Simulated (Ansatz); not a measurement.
# Carbon, bcc under BLYP: ground state and equation of state

The plan for carbon in the bcc structure: relax it, solve it on a dense k-mesh, then scale the cell to 7 volumes from 88 to 112 % of the relaxed one and try a fit of the equation of state. Spin polarisation is left out. The k-meshes are 18×18×18 for the relaxation; 29×29×29 for the dense run; 20×20×20 for the volumes.

Method: DFT BLYP, plane waves (420 eV) with PAW, scalar-relativistic; PBE-made PAW files, in Ansatz 0.2.0.

### Step 1. The structure to begin with

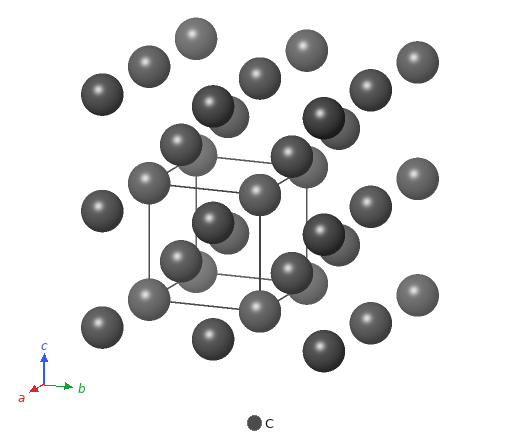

Start, viewed slightly off an axis; carbon dark grey. 2×2×2 conventional cells are drawn; the run uses a primitive one. Any atoms on the faces are drawn again on the opposite ones.

As a file:

```xyz
1
Lattice="-1.1826 1.1826 1.1826 1.1826 -1.1826 1.1826 1.1826 1.1826 -1.1826" Properties=species:S:1:pos:R:3 pbc="T T T"
C     0.0000    0.0000    0.0000
```

### Step 2. Relaxing cell and atoms

The input, input.yaml:

```yaml
crystal:
  lattice:
    - [-1.1826249197, 1.1826249197, 1.1826249197]
    - [1.1826249197, -1.1826249197, 1.1826249197]
    - [1.1826249197, 1.1826249197, -1.1826249197]
  atoms:
    - { symbol: C, position: [0.0, 0.0, 0.0] }
hamiltonian:
  xc: blyp
  pseudopotentials:
    kind: paw
    azcp:
      C: "pseudopotentials/C.paw.azcp"
basis:
  ecutwfc: 420
  fft_grid_basis: typed
kpoints:
  mp_grid: { grid: [18, 18, 18], shift: [0, 0, 0] }
magnetization:
  spin_polarized: false
scf:
  occupations: { method: fermi_dirac, width: 0.1 }
relax:
  max_steps: 60
  f_tol: 0.01
  cell: {}
```

What it wrote:

```text
Warning: RAYON_NUM_THREADS=2 ignored (pool sized by the plan → 2); use --threads N
Engine: ansatz 0.2.0, aarch64-unknown-linux-gnu
Pseudopotentials: kind: paw
Pseudopotential: C, paw, valence charge 4, recommended cutoff 420 eV (normal), <dir>
Functional definition: BLYP
  parameter beta = 0.0042
  parameter a = 0.04918
  parameter b = 0.132
  parameter c = 0.2533
  parameter d = 0.349
  exchange = b88_x(beta = beta)
  correlation = lyp_c(a = a, b = b, c = c, d = d)
Crystal: 1 atoms, lattice volume = 6.616 Å³
Basis set: ecut = 420 eV, 135 PW (Γ), exchange–correlation on 30×30×30 points (8 copies of the dense FFT grid, shifted against one another)
Bands: 6, of which v1, the nominal top of the filled ones, is band 2 counted from 1 (1 counted from 0)
Symmetry: 48 space group operations
Space group: Im-3m (ITA 229), of the structure as read, at distance tolerance 1.9e-5 Å
k-points: 195 of 5832
Non-local potential: C, projectors of the file, l = 0: 2, l = 1: 2, l = 2: 1
PAW form: soft (Blöchl's): semilocal exchange-correlation on the pseudo side does not see the compensation charge
PAW frozen core: C, regenerated for the run's functional, and the local potential with it (the file was generated under x = pbe(κ = 0.804, μ = 0.2195149727645171), c = pbe(β = 0.06672455060314922))
PAW one-centre angular grid: C, 110 points (default); XC on 64 Gauss nodes
Initial density: superposition of atomic densities (neutral atoms: chi_scale 0, normalization atom), corrected by the library's trained network
Initial wavefunctions: pseudopotential atomic-orbital guess
Functional: x = b88, c = lyp
SCF iter   1: F=—  HF=-247.138067 eV  |F-HF|=—  |Δ(HF+E_count)|=         —  Δρ=1.94e-2  dr2=1.52e-2  ethr=1.77e-3  ⟨swp⟩=4.9  Hψ=9037  notcnv=0
preconditioner: auto → none  [metal: Δε(μ)=0.071 eV  Ē_g=21.779 eV  σ=0.100 eV  W_gap=0.17  n_scr=0 (ndim 8)  ℏωp=28.9 eV  f_vac=0.000  D(μ)=0.33/eV (n_scr^D=0)]
SCF iter   2: F=—  HF=-247.132703 eV  |F-HF|=—  |Δ(HF+E_count)|=   5.36e-3  Δρ=6.71e-3  dr2=1.85e-3  ethr=3.81e-4  ⟨swp⟩=1.8  Hψ=2994  notcnv=0
SCF iter   3: F=—  HF=-247.132048 eV  |F-HF|=—  |Δ(HF+E_count)|=   6.55e-4  Δρ=4.21e-4  dr2=4.75e-6  ethr=4.62e-5  ⟨swp⟩=2.1  Hψ=1517  notcnv=0
SCF iter   4: F=—  HF=-247.132057 eV  |F-HF|=—  |Δ(HF+E_count)|=   8.31e-6  Δρ=1.03e-4  dr2=4.09e-7  ethr=1.19e-7  ⟨swp⟩=2.3  Hψ=1542  notcnv=0
iter 5 did not close the SCF: its close was put off for the readings that it lacked (scf_convergence_deferred on its scf_iter line)
SCF iter   5: F=-247.132056 eV  HF=-247.132056 eV  |F-HF|=4.25e-9  |Δ(HF+E_count)|=   1.73e-7  Δρ=1.43e-5  dr2=7.85e-9  ethr=1.02e-8  ⟨swp⟩=2.0  Hψ=1508  notcnv=0
SCF iter   6: F=-247.132056 eV  HF=-247.132056 eV  |F-HF|=1.53e-11  |Δ(HF+E_count)|=   3.29e-9  Δρ=8.77e-7  dr2=2.93e-11  ethr=1.96e-10  ⟨swp⟩=1.0  Hψ=3259  notcnv=0
SCF 1 converged in 6 iterations: F = -247.132056 eV  dr2 = 2.93e-11
relax step   1: F+E_penalty+E_count = -247.13205648 eV  Δ(F+E_penalty+E_count) = +0.000e0 eV  max|allowed force component| = 0.000e0 eV/Å  Δτ_max = 0.0000 Å  P = +20.852 GPa  Ω = 6.616 Å³  (6 SCF iters, dr2 threshold 1.00e-7 eV, accepted)
Crystal: 1 atoms, lattice volume = 6.967 Å³
Basis set: ecut = 420 eV, 141 PW (Γ), exchange–correlation on 30×30×30 points (8 copies of the dense FFT grid, shifted against one another)
Initial density: handed on by an earlier stage of this run
Initial wavefunctions: those handed on with the density
iter 1 solved again at ethr=1.42e-5 eV; its pass at ethr=3.10e-3 eV (dr2=5.69e-4 eV) is discarded
SCF iter   1: F=—  HF=-247.164167 eV  |F-HF|=—  |Δ(HF+E_count)|=         —  Δρ=3.60e-3  dr2=5.52e-4  ethr=1.42e-5  ⟨swp⟩=1.0  Hψ=11155  notcnv=0
preconditioner: auto → none  [metal: Δε(μ)=0.005 eV  Ē_g=21.133 eV  σ=0.100 eV  W_gap=0.01  n_scr=0 (ndim 8)  ℏωp=28.1 eV  f_vac=0.000  D(μ)=0.35/eV (n_scr^D=0)]
SCF iter   2: F=—  HF=-247.164123 eV  |F-HF|=—  |Δ(HF+E_count)|=   4.38e-5  Δρ=1.48e-3  dr2=8.70e-5  ethr=1.38e-5  ⟨swp⟩=1.3  Hψ=1280  notcnv=0
SCF iter   3: F=—  HF=-247.164150 eV  |F-HF|=—  |Δ(HF+E_count)|=   2.71e-5  Δρ=1.82e-4  dr2=7.40e-7  ethr=2.17e-6  ⟨swp⟩=2.1  Hψ=1563  notcnv=0
SCF iter   4: F=-247.164151 eV  HF=-247.164151 eV  |F-HF|=7.43e-10  |Δ(HF+E_count)|=   1.37e-6  Δρ=3.14e-6  dr2=1.89e-10  ethr=2.50e-9  ⟨swp⟩=4.0  Hψ=2972  notcnv=0
SCF 2 converged in 4 iterations: F = -247.164151 eV  dr2 = 1.89e-10
relax step   2: F+E_penalty+E_count = -247.16415142 eV  Δ(F+E_penalty+E_count) = -3.209e-2 eV  max|allowed force component| = 0.000e0 eV/Å  Δτ_max = 0.0000 Å  P = +10.419 GPa  Ω = 6.967 Å³  energy of the carried Pulay correction = -1.644e-3 eV  (4 SCF iters, dr2 threshold 1.00e-7 eV, accepted)
Crystal: 1 atoms, lattice volume = 7.356 Å³
iter 1 solved again at ethr=1.46e-5 eV; its pass at ethr=3.10e-3 eV (dr2=5.83e-4 eV) is discarded
SCF iter   1: F=—  HF=-247.176404 eV  |F-HF|=—  |Δ(HF+E_count)|=         —  Δρ=3.51e-3  dr2=5.64e-4  ethr=1.46e-5  ⟨swp⟩=1.0  Hψ=11170  notcnv=0
preconditioner: auto → none  [metal: Δε(μ)=0.024 eV  Ē_g=20.470 eV  σ=0.100 eV  W_gap=0.06  n_scr=0 (ndim 8)  ℏωp=27.4 eV  f_vac=0.000  D(μ)=0.37/eV (n_scr^D=0)]
SCF iter   2: F=—  HF=-247.176366 eV  |F-HF|=—  |Δ(HF+E_count)|=   3.85e-5  Δρ=1.44e-3  dr2=8.72e-5  ethr=1.41e-5  ⟨swp⟩=1.5  Hψ=1333  notcnv=0
SCF iter   3: F=—  HF=-247.176397 eV  |F-HF|=—  |Δ(HF+E_count)|=   3.17e-5  Δρ=1.90e-4  dr2=8.64e-7  ethr=2.18e-6  ⟨swp⟩=2.2  Hψ=1571  notcnv=0
SCF iter   4: F=-247.176399 eV  HF=-247.176399 eV  |F-HF|=9.60e-10  |Δ(HF+E_count)|=   1.64e-6  Δρ=3.33e-6  dr2=2.39e-10  ethr=2.50e-9  ⟨swp⟩=4.0  Hψ=2972  notcnv=0
SCF 3 converged in 4 iterations: F = -247.176399 eV  dr2 = 2.39e-10
relax step   3: F+E_penalty+E_count = -247.17639912 eV  Δ(F+E_penalty+E_count) = -1.225e-2 eV  max|allowed force component| = 0.000e0 eV/Å  Δτ_max = 0.0000 Å  P = +1.465 GPa  Ω = 7.356 Å³  energy of the carried Pulay correction = -3.371e-3 eV  (4 SCF iters, dr2 threshold 1.00e-7 eV, accepted)
Crystal: 1 atoms, lattice volume = 7.424 Å³
iter 1 solved again at ethr=3.79e-7 eV; its pass at ethr=3.10e-3 eV (dr2=1.52e-5 eV) is discarded
SCF iter   1: F=—  HF=-247.176440 eV  |F-HF|=—  |Δ(HF+E_count)|=         —  Δρ=5.67e-4  dr2=1.47e-5  ethr=3.79e-7  ⟨swp⟩=1.0  Hψ=10316  notcnv=0
preconditioner: auto → none  [metal: Δε(μ)=0.090 eV  Ē_g=20.360 eV  σ=0.100 eV  W_gap=0.21  n_scr=0 (ndim 8)  ℏωp=27.3 eV  f_vac=0.000  D(μ)=0.37/eV (n_scr^D=0)]
SCF iter   2: F=—  HF=-247.176442 eV  |F-HF|=—  |Δ(HF+E_count)|=   2.45e-6  Δρ=2.33e-4  dr2=2.27e-6  ethr=3.68e-7  ⟨swp⟩=1.6  Hψ=1364  notcnv=0
SCF iter   3: F=-247.176443 eV  HF=-247.176443 eV  |F-HF|=4.19e-8  |Δ(HF+E_count)|=   8.13e-7  Δρ=3.14e-5  dr2=2.39e-8  ethr=2.50e-9  ⟨swp⟩=2.0  Hψ=3734  notcnv=0
SCF 4 converged in 3 iterations: F = -247.176443 eV  dr2 = 2.39e-8
relax step   4: F+E_penalty+E_count = -247.17644328 eV  Δ(F+E_penalty+E_count) = -4.416e-5 eV  max|allowed force component| = 0.000e0 eV/Å  Δτ_max = 0.0000 Å  P = +0.129 GPa  Ω = 7.424 Å³  energy of the carried Pulay correction = -3.663e-3 eV  (3 SCF iters, dr2 threshold 1.00e-7 eV, accepted)
Crystal: 1 atoms, lattice volume = 7.431 Å³
iter 1 solved again at ethr=4.87e-9 eV; its pass at ethr=3.10e-3 eV (dr2=1.95e-7 eV) is discarded
SCF iter   1: F=—  HF=-247.176414 eV  |F-HF|=—  |Δ(HF+E_count)|=         —  Δρ=7.14e-5  dr2=1.90e-7  ethr=4.87e-9  ⟨swp⟩=1.0  Hψ=10272  notcnv=0
preconditioner: auto → none  [metal: Δε(μ)=0.094 eV  Ē_g=20.349 eV  σ=0.100 eV  W_gap=0.22  n_scr=0 (ndim 8)  ℏωp=27.2 eV  f_vac=0.000  D(μ)=0.37/eV (n_scr^D=0)]
SCF iter   2: F=-247.176418 eV  HF=-247.176418 eV  |F-HF|=4.36e-8  |Δ(HF+E_count)|=   3.35e-6  Δρ=3.49e-5  dr2=3.97e-8  ethr=1.03e-9  ⟨swp⟩=2.2  Hψ=3606  notcnv=0
SCF 5 converged in 2 iterations: F = -247.176418 eV  dr2 = 3.97e-8
relax step   5: F+E_penalty+E_count = -247.17641787 eV  Δ(F+E_penalty+E_count) = +2.540e-5 eV  max|allowed force component| = 0.000e0 eV/Å  Δτ_max = 0.0000 Å  P = +0.003 GPa  Ω = 7.431 Å³  energy of the carried Pulay correction = -3.691e-3 eV  (2 SCF iters, dr2 threshold 4.13e-8 eV, accepted)
Initial wavefunctions: pseudopotential atomic-orbital guess (no wavefunctions were taken with the density)
iter 1 solved again at ethr=1.20e-6 eV; its pass at ethr=3.10e-3 eV (dr2=4.78e-5 eV) is discarded
SCF iter   1: F=—  HF=-247.182332 eV  |F-HF|=—  |Δ(HF+E_count)|=         —  Δρ=8.17e-4  dr2=7.91e-6  ethr=1.20e-6  ⟨swp⟩=2.3  Hψ=12067  notcnv=0
preconditioner: auto → none  [metal: Δε(μ)=0.095 eV  Ē_g=20.345 eV  σ=0.100 eV  W_gap=0.23  n_scr=0 (ndim 8)  ℏωp=27.2 eV  f_vac=0.000  D(μ)=0.37/eV (n_scr^D=0)]
SCF iter   2: F=—  HF=-247.182350 eV  |F-HF|=—  |Δ(HF+E_count)|=   1.89e-5  Δρ=4.04e-4  dr2=1.67e-6  ethr=1.98e-7  ⟨swp⟩=2.0  Hψ=1562  notcnv=0
SCF iter   3: F=—  HF=-247.182358 eV  |F-HF|=—  |Δ(HF+E_count)|=   7.52e-6  Δρ=3.11e-5  dr2=1.00e-8  ethr=4.17e-8  ⟨swp⟩=2.0  Hψ=1565  notcnv=0
SCF iter   4: F=—  HF=-247.182357 eV  |F-HF|=—  |Δ(HF+E_count)|=   8.12e-7  Δρ=1.51e-6  dr2=2.80e-11  ethr=2.50e-10  ⟨swp⟩=2.0  Hψ=1569  notcnv=0
SCF iter   5: F=-247.182357 eV  HF=-247.182357 eV  |F-HF|=1.14e-12  |Δ(HF+E_count)|=  1.57e-10  Δρ=1.43e-7  dr2=3.05e-13  ethr=1.00e-12  ⟨swp⟩=4.5  Hψ=3130  notcnv=0
SCF 6 converged in 5 iterations: F = -247.182357 eV  dr2 = 3.05e-13
relax step   6: F+E_penalty+E_count = -247.18235718 eV  Δ(F+E_penalty+E_count) = -5.939e-3 eV  max|allowed force component| = 0.000e0 eV/Å  Δτ_max = 0.0000 Å  P = +0.911 GPa  Ω = 7.431 Å³  stress off target by 9.11e-1 GPa  SCF on the basis re-selected at this cell (its energy is not comparable with the rows above)  (5 SCF iters)
basis re-selected at this cell: Δ(F+E_penalty+E_count) = -5.939e-3 eV, ΔP = +0.908 GPa vs the last step (what re-selecting the basis moved, of the pressure what is left beyond the Pulay correction that the steps carried, after the strain that the cell walked since its last selection, with what the two solves' SCF thresholds leave and, on support functions, any second-order correction that the steps lacked; it is no measure of the basis error at this ecutwfc). This SCF's stress stands 9.11e-1 GPa from its target on what of the cell is left free (relax.cell.stress_tol is 5.00e-2 GPa) and its largest allowed force component is 0.00e0 eV/Å (relax.f_tol is 1.00e-2 eV/Å): not within both, so this SCF does not close the relaxation
Crystal: 1 atoms, lattice volume = 7.479 Å³
iter 1 solved again at ethr=1.76e-7 eV; its pass at ethr=3.10e-3 eV (dr2=7.03e-6 eV) is discarded
SCF iter   1: F=—  HF=-247.182292 eV  |F-HF|=—  |Δ(HF+E_count)|=         —  Δρ=3.82e-4  dr2=6.83e-6  ethr=1.76e-7  ⟨swp⟩=1.1  Hψ=10313  notcnv=0
preconditioner: auto → none  [metal: Δε(μ)=0.119 eV  Ē_g=20.270 eV  σ=0.100 eV  W_gap=0.28  n_scr=0 (ndim 8)  ℏωp=27.2 eV  f_vac=0.000  D(μ)=0.37/eV (n_scr^D=0)]
SCF iter   2: F=—  HF=-247.182295 eV  |F-HF|=—  |Δ(HF+E_count)|=   2.88e-6  Δρ=1.57e-4  dr2=1.06e-6  ethr=1.71e-7  ⟨swp⟩=1.5  Hψ=1353  notcnv=0
SCF iter   3: F=-247.182295 eV  HF=-247.182295 eV  |F-HF|=1.93e-8  |Δ(HF+E_count)|=   3.78e-7  Δρ=2.13e-5  dr2=1.12e-8  ethr=2.50e-9  ⟨swp⟩=2.0  Hψ=3730  notcnv=0
SCF 7 converged in 3 iterations: F = -247.182295 eV  dr2 = 1.12e-8
relax step   7: F+E_penalty+E_count = -247.18229513 eV  Δ(F+E_penalty+E_count) = +6.205e-5 eV  max|allowed force component| = 0.000e0 eV/Å  Δτ_max = 0.0000 Å  P = +0.057 GPa  Ω = 7.479 Å³  energy of the carried Pulay correction = -2.064e-4 eV  (3 SCF iters, dr2 threshold 1.00e-7 eV, accepted)
Crystal: 1 atoms, lattice volume = 7.482 Å³
iter 1 solved again at ethr=1.35e-9 eV; its pass at ethr=3.10e-3 eV (dr2=5.41e-8 eV) is discarded
SCF iter   1: F=—  HF=-247.182278 eV  |F-HF|=—  |Δ(HF+E_count)|=         —  Δρ=3.86e-5  dr2=5.30e-8  ethr=1.35e-9  ⟨swp⟩=1.0  Hψ=10296  notcnv=0
preconditioner: auto → none  [metal: Δε(μ)=0.121 eV  Ē_g=20.265 eV  σ=0.100 eV  W_gap=0.28  n_scr=0 (ndim 8)  ℏωp=27.2 eV  f_vac=0.000  D(μ)=0.37/eV (n_scr^D=0)]
SCF iter   2: F=—  HF=-247.182282 eV  |F-HF|=—  |Δ(HF+E_count)|=   3.27e-6  Δρ=1.96e-5  dr2=1.21e-8  ethr=1.33e-9  ⟨swp⟩=1.5  Hψ=1349  notcnv=0
SCF iter   3: F=-247.182282 eV  HF=-247.182282 eV  |F-HF|=1.45e-10  |Δ(HF+E_count)|=   1.70e-8  Δρ=1.84e-6  dr2=8.43e-11  ethr=2.06e-10  ⟨swp⟩=3.8  Hψ=2903  notcnv=0
SCF 8 converged in 3 iterations: F = -247.182282 eV  dr2 = 8.43e-11
relax step   8: F+E_penalty+E_count = -247.18228158 eV  Δ(F+E_penalty+E_count) = +1.355e-5 eV  max|allowed force component| = 0.000e0 eV/Å  Δτ_max = 0.0000 Å  P = +0.002 GPa  Ω = 7.482 Å³  energy of the carried Pulay correction = -2.206e-4 eV  (3 SCF iters, dr2 threshold 8.24e-9 eV, accepted)
iter 1 solved again at ethr=7.37e-7 eV; its pass at ethr=3.10e-3 eV (dr2=2.95e-5 eV) is discarded
SCF iter   1: F=—  HF=-247.182534 eV  |F-HF|=—  |Δ(HF+E_count)|=         —  Δρ=4.48e-5  dr2=2.25e-8  ethr=7.37e-7  ⟨swp⟩=2.2  Hψ=12107  notcnv=0
eigensolver tolerance schedule: the retry pair's looser diagonalisation over-reported the residual by 1311.65 of it (diagonalisation noise at 0.45 of the residual, at the tolerance the schedule requests for it); recorded, not acted on — ethr = c·dr2/N_el stays at c = 1.0e-1
preconditioner: auto → none  [metal: Δε(μ)=0.122 eV  Ē_g=20.265 eV  σ=0.100 eV  W_gap=0.28  n_scr=0 (ndim 8)  ℏωp=27.2 eV  f_vac=0.000  D(μ)=0.37/eV (n_scr^D=0)]
SCF iter   2: F=—  HF=-247.182538 eV  |F-HF|=—  |Δ(HF+E_count)|=   3.88e-6  Δρ=2.25e-5  dr2=4.91e-9  ethr=5.61e-10  ⟨swp⟩=2.3  Hψ=1566  notcnv=0
SCF iter   3: F=—  HF=-247.182538 eV  |F-HF|=—  |Δ(HF+E_count)|=   2.25e-8  Δρ=1.53e-6  dr2=2.32e-11  ethr=1.23e-10  ⟨swp⟩=2.0  Hψ=1567  notcnv=0
SCF iter   4: F=-247.182538 eV  HF=-247.182538 eV  |F-HF|=1.02e-12  |Δ(HF+E_count)|=  1.46e-10  Δρ=1.20e-7  dr2=1.47e-13  ethr=1.00e-12  ⟨swp⟩=4.5  Hψ=3114  notcnv=0
SCF 9 converged in 4 iterations: F = -247.182538 eV  dr2 = 1.47e-13
relax step   9: F+E_penalty+E_count = -247.18253829 eV  Δ(F+E_penalty+E_count) = -2.567e-4 eV  max|allowed force component| = 0.000e0 eV/Å  Δτ_max = 0.0000 Å  P = +0.022 GPa  Ω = 7.482 Å³  stress off target by 2.23e-2 GPa  SCF on the basis re-selected at this cell (its energy is not comparable with the rows above)  (4 SCF iters)
basis re-selected at this cell: Δ(F+E_penalty+E_count) = -2.567e-4 eV, ΔP = +0.021 GPa vs the last step (what re-selecting the basis moved, of the pressure what is left beyond the Pulay correction that the steps carried, after the strain that the cell walked since its last selection, with what the two solves' SCF thresholds leave and, on support functions, any second-order correction that the steps lacked; it is no measure of the basis error at this ecutwfc). This SCF's stress stands 2.23e-2 GPa from its target on what of the cell is left free (relax.cell.stress_tol is 5.00e-2 GPa) and its largest allowed force component is 0.00e0 eV/Å (relax.f_tol is 1.00e-2 eV/Å): within both
SCF converged after 4 iterations
Free energy (F): -247.182538 eV
Harris-Foulkes:  -247.182538 eV  (|F-HF|=1.02e-12)
Internal energy: -247.169850 eV  (E = F + TS)
E sigma→0 (E₀):  -247.176194 eV
Entropy (-TS):   -0.012689 eV (-12.689 meV/atom)
Fermi energy:    10.071357 eV
--- Per-component energies (eV) ---
  E_band       = 13.411996
  E_kinetic    = 78.109754
  E_local      = -46.885511  (includes V_loc(G=0)·N_el)
  E_nonlocal   = 29.442190
  E_hartree    = 6.282393
  E_xc         = -44.918641
  E_vxc        = -55.275242  (∫ρ·V_xc dr)
  E_paw        = -99.076566  (= ΣΔE_a)
  E_vpaw       = -4.543984  (= ΣTr[D̂ρ^β])
  E_aug_tail   = 0.000002  (compensation charges beyond the density's cutoff)
  E_ewald      = -170.125127
  E_core_change = 0.001654  (= ΣΔE_core)
  E_smearing   = -0.012689  (= −TS)
  E_closure    = 0.000000  (closes the sum)
  Σ components = -247.182538   (vs F -247.182538, Δ=0.00e0)
--- Forces (eV/Å), atoms counted from 1 ---
  atom   1  C     -0.00000000    -0.00000000    -0.00000000
  max |Σ_I F_I| component: 8.35e-33 eV/Å
--- Stress (GPa, compression-positive) ---
        0.022293       0.000000       0.000000
       -0.000000       0.022293       0.000000
       -0.000000       0.000000       0.022293
  P = ⅓ Tr σ = 0.0223 GPa (0.223 kbar)
--- Relaxed structure (7 steps of the walk, 7 accepted, 2 SCFs on fresh bases) ---
  F+E_penalty+E_count = -247.18253829 eV   max|allowed force component| = 0.000e0 eV/Å   (the final SCF, on the basis selected at the relaxed cell)
  cell:  # Å, volume = 7.4820 Å³
    - [-1.232120674015278, 1.232120674015278, 1.232120674015278]
    - [1.232120674015278, -1.232120674015278, 1.232120674015278]
    - [1.232120674015278, 1.232120674015278, -1.232120674015278]
  atoms:
    - { symbol: C, position: [0.0, 0.0, 0.0] }
```

Run time: 3.6 s. Hardware: 2 threads of Arm Neoverse V1, shared host; peak memory 0.26 GiB.

The steps of the relaxation:

```csv
step,energy change (meV/atom),largest force (eV/Å),pressure (GPa),volume (Å³/atom)
1,0.00,0.0000,20.85,6.616
2,-32.09,0.0000,10.42,6.967
3,-44.34,0.0000,1.46,7.356
4,-44.39,0.0000,0.13,7.424
5,-44.36,0.0000,0.00,7.431
6,-50.30,0.0000,0.91,7.431
7,-50.24,0.0000,0.06,7.479
8,-50.23,0.0000,0.00,7.482
9,-50.48,0.0000,0.02,7.482
```

Steps that repeat a cell are solved on a basis chosen anew, so their changes of energy are no gain of the relaxation.

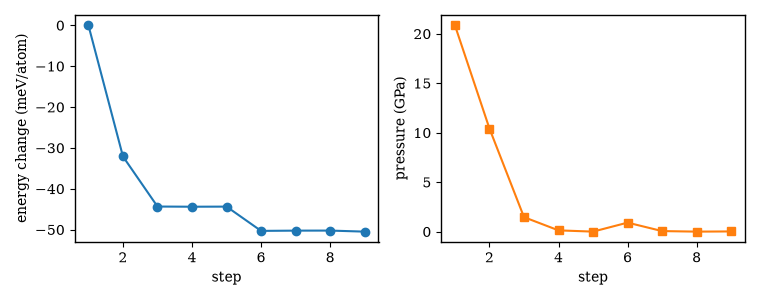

Energy and pressure over the accepted steps.

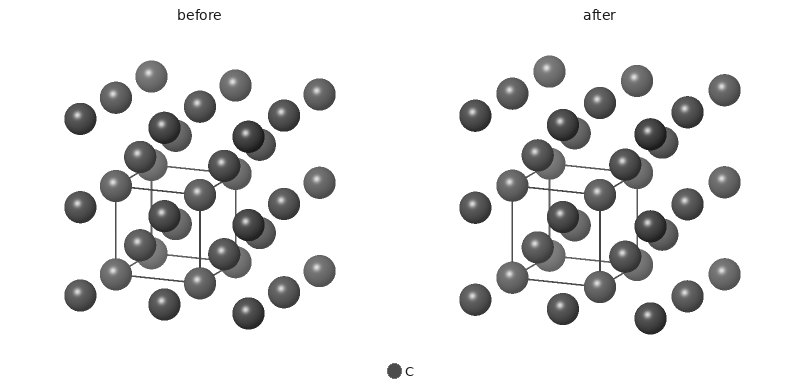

Before and after, at one scale. The cells drawn are those of the first picture.

The cell of the run, before and after:

|  | before | after | change |
| --- | --- | --- | --- |
| a (Å) | 2.048 | 2.134 | +4.2 % |
| b (Å) | 2.048 | 2.134 | +4.2 % |
| c (Å) | 2.048 | 2.134 | +4.2 % |
| volume (Å³/atom) | 6.616 | 7.482 | +13.1 % |
| shortest distance (Å) | 2.048 | 2.134 | +4.2 % |
| space group (spins left aside) | Im-3m | Im-3m | same |

(Part 1 of 2 ends here.)
